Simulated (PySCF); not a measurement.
Molecule: SMILES COCCB(O)O (C₃H₉BO₃), singlet. Atoms near the plane z = 1.0 Å, at the GFN2-xTB optimised geometry (x, y, z in Å): C1 (1.8, -0.6, 0.0), O2 (0.4, -0.6, 0.0), C3 (-0.1, 0.7, 0.0), C4 (-1.7, 0.6, 0.0), H9 (2.2, -0.1, 0.9), H10 (2.1, -1.6, 0.0), H12 (0.2, 1.3, 0.9), H13 (-2.0, 0.1, 0.9), H14 (-2.1, 1.6, 0.0).

Level of theory: CAM-B3LYP/def2-TZVP run with PySCF. The values are rescaled to run from 0 to 1.

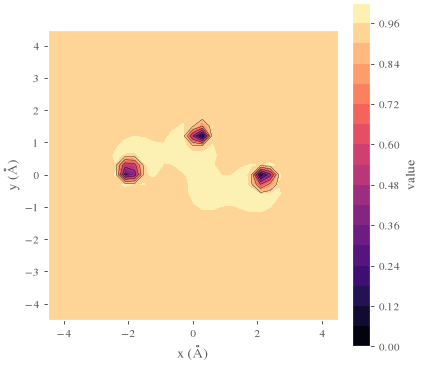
*a field on the plane z = 1.0 Å.*

Which quantity is mapped?
(A) electrostatic potential
(B) Laplacian of the electron density
(C) log10 of the electron density
(D) electron localisation function

B, Laplacian of the electron density. In full: Laplacian of the electron density (e/bohr⁵), clipped to [-1.50, 1.50].
